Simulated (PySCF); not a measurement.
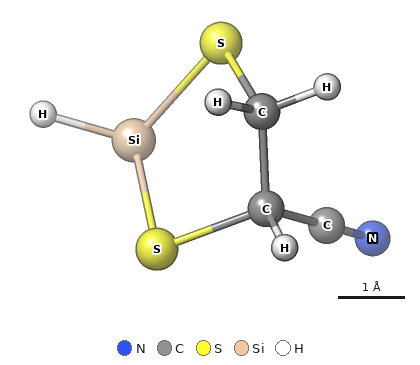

*The input geometry (ball-and-stick view, seen at a tilt).*

**EPR calculation of C3H4NS2Si**

C3H4NS2Si, multiplicity 2, computed with UKS B3LYP, pcH-1 on C H N S Si, non-relativistic, mean-field spin-orbit, GIAO (PySCF 2.14.0).

It belongs to a series of runs on one base structure; here: H removed from Si.

## The input
```
{"job": {"kind": "epr", "basis": "pcH-1"}, "charge": 0, "multiplicity": 2}
N     -2.481058    -1.248219     0.420224
C     -1.636479    -0.711854    -0.131980
C     -0.534647    -0.066424    -0.797378
C     -0.048933     1.165243    -0.048002
S      0.610232     0.769247     1.608504
Si     1.383924    -1.190543     1.112540
S      0.826604    -1.292157    -0.983687
H     -0.828550     0.204454    -1.816413
H     -0.869699     1.866557     0.106542
H      0.747012     1.654020    -0.611742
H      2.837018    -1.147653     1.115429
```

The first line tells a small driver script what to run in PySCF; the rest is the geometry in Å.

Machine: 1 CPU thread, shared host.

Run as:
```bash
OMP_NUM_THREADS=1 python <driver script> task.json out
```

## Output
```
UKS, coarse grid
  cycle   1  E = -1257.29928944  |g| = 3.83e-01
  cycle   2  E = -1257.07789275  |g| = 7.95e-01
  cycle   3  E = -1257.35973496  |g| = 1.13e-01
  cycle   4  E = -1257.36418091  |g| = 5.68e-02
  cycle   5  E = -1257.36581181  |g| = 8.54e-03
  cycle   6  E = -1257.36585173  |g| = 3.49e-03
  cycle   7  E = -1257.36586079  |g| = 1.03e-03
  cycle   8  E = -1257.36586061  |g| = 4.97e-04
UKS, final grid
  cycle   1  E = -1257.36588313  |g| = 7.59e-04
  cycle   2  E = -1257.36588263  |g| = 1.24e-03
  cycle   3  E = -1257.36588345  |g| = 6.93e-05
  cycle   4  E = -1257.36588345  |g| = 3.92e-05
  cycle   5  E = -1257.36588345  |g| = 1.50e-05
E = -1257.36588345 Eh   <S^2> = 0.7523 (exact 0.7500)
g shifts (ppm)      1          2          3
  rmc          -175       -175       -175
  gc             19         66         54
  oz_so        -421       6807      10647
  total        -578       6698      10526
hyperfine (MHz)  atom isotope    a_iso     a_fc   dipolar eigenvalues
    0   14N       0.03       0.03     -0.22      0.03      0.20
    1   13C       2.92       2.92     -0.61     -0.14      0.75
    2   13C       1.50       1.50     -0.54     -0.41      0.94
    3   13C      -1.32      -1.33     -1.47     -0.80      2.26
    4   33S      24.53      24.46    -16.14    -14.53     30.68
    5  29Si    -691.76    -692.03   -132.80     63.74     69.07
    6   33S       7.00       6.98    -14.64    -12.76     27.40
    7    1H       3.61       3.60     -1.17     -0.95      2.12
    8    1H      -1.99      -2.00     -1.45     -0.93      2.38
    9    1H       9.15       9.15     -1.04     -0.63      1.66
   10    1H     190.96     190.91     -6.14     -0.10      6.23
```

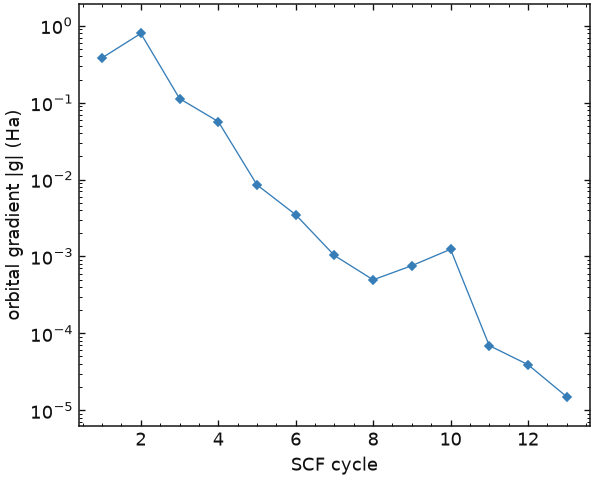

*Convergence of the self-consistent field: orbital gradient |g| against the SCF cycle.*

All cycles printed in the log are drawn one after another.

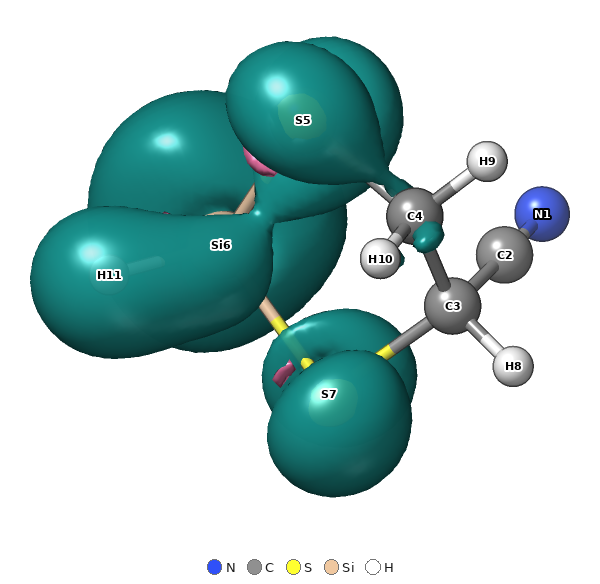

*Isosurfaces of the spin density (α minus β) at +0.008 (teal) and −0.008 e/Å³ (pink), seen from the side.*

The unpaired spin (1 electron) lies mostly on Si6 (about 0.6), S5 (about 0.1), S7 (about 0.1) and H11 (about 0.1), in electrons by Hirshfeld's partition.

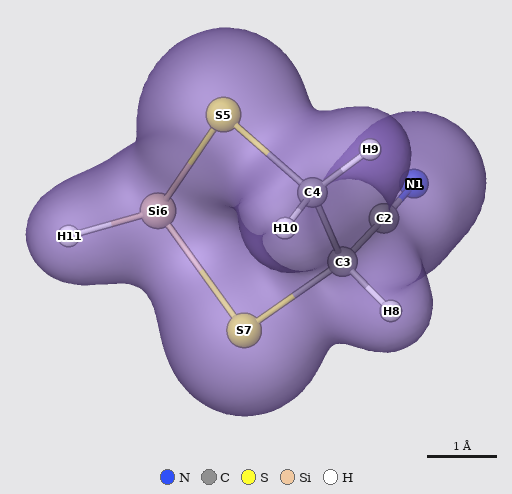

*Isosurface of the electron density at 0.2 e/Å³ (purple), seen from the side.*

At this value the surface is in one piece. On the grid the lowest density along these lines, outside the cores, is 3.4 e/Å³ (C–N, 1.14 Å), 1.9 e/Å³ (C–C, 1.44 Å), 1.2 e/Å³ (C–S, 1.83 Å) and 0.65 e/Å³ (Si–S, 2.16 Å).

## Results in brief

| quantity | value |
| --- | --- |
| outcome | converged |
| total energy | −1257.365883 hartree |
| ⟨S²⟩ | 0.752 |
| isotropic g | 2.0079 |
| wall time | 70 s |
| peak memory | 0.95 GiB |
